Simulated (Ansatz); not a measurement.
One crystal and one scan (frozen-phonon scan) at two levels, PBE (plane waves to 420 eV, PAW, scalar-relativistic; Ansatz, a program for electronic structure) and r2SCAN (plane waves to 500 eV, PAW, scalar-relativistic; Ansatz), each from its own relaxed cell and on its own mesh. The cell shown is that of PBE.

TiAl (CuAu type, space group P4/mmm)

```
CELL_PARAMETERS angstrom
      2.82426     0.00000     0.00000
      0.00000     2.82426     0.00000
      0.00000     0.00000     4.07079
ATOMIC_POSITIONS crystal
  Al 0.50000 0.50000 0.50000
  Ti 0.00000 0.00000 0.00000
```

The atoms are displaced by Q × the pattern below (from a DFPT mode at Γ, largest move 1; Q in Å), at fixed cell. It is one choice among 2 degenerate patterns.

```tsv
atom	x	y	z
Al1	0.000	-1.000	0.000
Ti2	0.000	0.564	0.000
```

TiAl is run without spin polarisation. TiAl was relaxed with its symmetry unable to fall. With partly filled bands, energies and forces of such displacements shift with the k mesh and the smearing. Percentages come from the unrounded values.

```json
[
 {"quantity": "Lattice constant a (Å)", "PBE": "2.824", "r2SCAN": "2.813", "PBE − r2SCAN": "+0.011 (+0.4 %)"},
 {"quantity": "Lattice constant c (Å)", "PBE": "4.071", "r2SCAN": "4.058", "PBE − r2SCAN": "+0.013 (+0.3 %)"},
 {"quantity": "Relaxed volume (Å³/atom)", "PBE": "16.24", "r2SCAN": "16.06", "PBE − r2SCAN": "+0.18 (+1.1 %)"},
 {"quantity": "Harmonic wavenumber from the curvature (finite differences) (cm⁻¹ (negative: imaginary))", "PBE": "263", "r2SCAN": "279", "PBE − r2SCAN": "-16 (-6 %)"}
]
```

PBE gives the higher value for: lattice constant a; lattice constant c; relaxed volume. PBE gives the lower value for: harmonic wavenumber from the curvature. Both give the same shape of the curve: a single well with its minimum at or next to zero displacement.

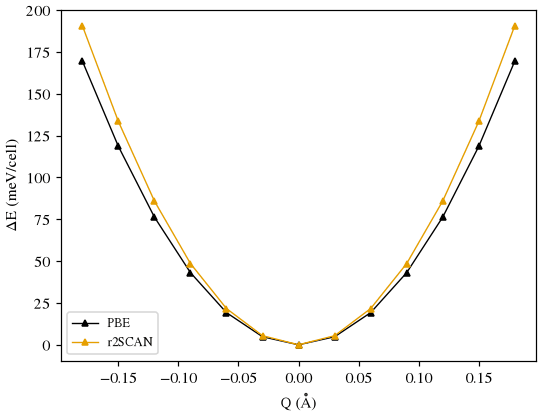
Figure: ΔE, each from the undisplaced structure of its own level.

(For displaced atoms, the force is minus the slope of the energy, and its curvature is a force constant, which sets phonon frequencies.)
